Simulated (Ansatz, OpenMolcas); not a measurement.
## Si2H2OF2 (SMILES F[Si]1(F)O[SiH2]1): the HOMO–LUMO gap, rung by rung

Si2H2OF2 has 7 atoms, charge 0, and is taken as a singlet. As SMILES, `F[Si]1(F)O[SiH2]1`. The coordinates come from a PBE0-D4/def2-TZVP relaxation.

Quantity: the HOMO–LUMO gap, in eV. The values are calculated.

```tsv
level	kind	program	value (eV)
HF/def2-SVP	Hartree–Fock	Ansatz	12.69
SVWN5/def2-SVP	LDA	OpenMolcas	4.15
BLYP/def2-SVP	GGA	Ansatz	4.24
TPSS/def2-SVP	meta-GGA	OpenMolcas	4.55
r2SCAN0/def2-SVP	hybrid meta-GGA	Ansatz	6.70
CAM-B3LYP/def2-SVP	range-separated hybrid	Ansatz	8.73
HSE06/def2-SVP	range-separated hybrid	Ansatz	5.58
B2PLYP/def2-SVP	double hybrid	Ansatz	8.70
```

The values span 4.15 to 12.69 eV. Orbital gaps aren't excitation energies, and those of double hybrids come from the SCF part alone; they tend to grow with the share of exact exchange.

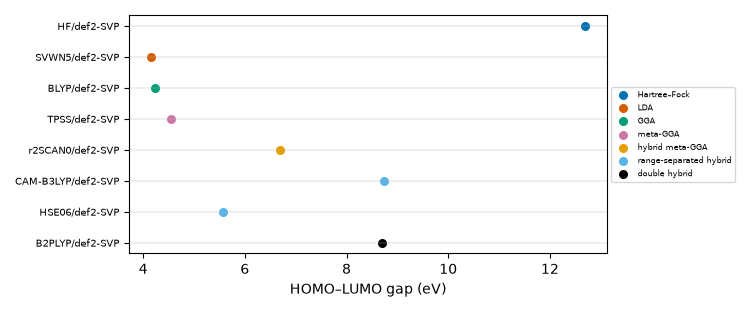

The values of the table, level by level.
